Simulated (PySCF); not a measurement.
**Run report: Br⁺, atomic calculation**

System: Br⁺, configuration 1s2 2s2 2p6 3s2 3p6 3d10 4s1 4p5, multiplicity 3.
Method: unrestricted B97-3, dyall-av2z, non-relativistic, point nucleus (PySCF).

## Results in brief

| quantity | value |
| --- | --- |
| outcome | converged |
| total energy | −2573.0214 hartree |
| kinetic energy | 2571.4213 hartree |
| ⟨S²⟩ | 2.004 |
| ⟨L²⟩ | 2.01 |
| SCF iterations | 7 |
| hardware | 1 CPU thread, shared host |
| CPU time | 3.4 s (integrals apart) |

## Remarks

The driver held the occupations shell by shell, and empty s levels lie below the filled 4p. This is not the ground configuration of the species.

## Input
```python
from pyscf import gto, scf, dft, mp, cc
import basis_set_exchange as bse
mol = gto.M(atom="Br 0 0 0", charge=1, spin=2, symmetry="D2h",
            basis=gto.basis.parse(bse.get_basis("dyall-av2z", elements=["Br"], fmt="nwchem")))
mf = dft.UKS(mol, xc="HYB_GGA_XC_B97_3")
mf.irrep_nelec = {'Ag': (6, 5), 'B1g': (1, 1), 'B2g': (1, 1), 'B3g': (1, 1), 'B1u': (3, 3), 'B2u': (3, 3), 'B3u': (3, 2)}
mf.kernel()
```

The script is an equivalent of what the driver set up; the driver started from orbitals of its own, so the log can be shorter than this script's would be, and it computed the properties (radii, ⟨L²⟩, response) afterwards. It held the occupations shell by shell, which the script's counts by irreducible representation don't always enforce.

## The program's output (extracts)
```
damping factor = 0
level_shift factor = 0
DIIS = <class 'pyscf.scf.diis.CDIIS'>
diis_start_cycle = 1
diis_space = 10
diis_damp = 0
SCF conv_tol = 1e-09
SCF conv_tol_grad = None
number electrons alpha = 18  beta = 16
XC functionals = HYB_GGA_XC_B97_3
    T. W. Keal and D. J. Tozer.,  J. Chem. Phys. 123, 121103 (2005)
cycle= 1 E= -2573.02135102724  delta_E= -0.0146  |g|= 0.0238  |ddm|= 0.115
cycle= 2 E= -2573.02143683416  delta_E= -8.58e-05  |g|= 0.00598  |ddm|= 0.0217
cycle= 3 E= -2573.02144110085  delta_E= -4.27e-06  |g|= 0.00308  |ddm|= 0.00353
cycle= 4 E= -2573.02144165651  delta_E= -5.56e-07  |g|= 0.000465  |ddm|= 0.000713
cycle= 5 E= -2573.02144170201  delta_E= -4.55e-08  |g|= 0.00014  |ddm|= 0.000526
cycle= 6 E= -2573.02144170589  delta_E= -3.88e-09  |g|= 1.78e-05  |ddm|= 0.00011
cycle= 7 E= -2573.02144170594  delta_E= -5.41e-11  |g|= 2.6e-07  |ddm|= 1.8e-05
converged SCF energy = -2573.02144170594  <S^2> = 2.0040183  2S+1 = 3.0026777
```

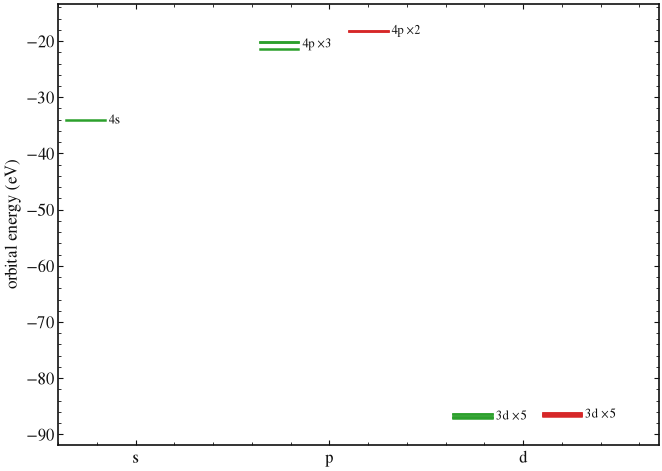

*Orbital energies of the mean field, from the top down to −87.1 eV, by angular momentum, α spin at the left of each column and β at the right; ×n counts the orbitals under one label. Empty levels that the record names by l alone aren't drawn.*

The highest filled orbital is 4p β at −18.2 eV, the lowest empty one s β at −28.0 eV.
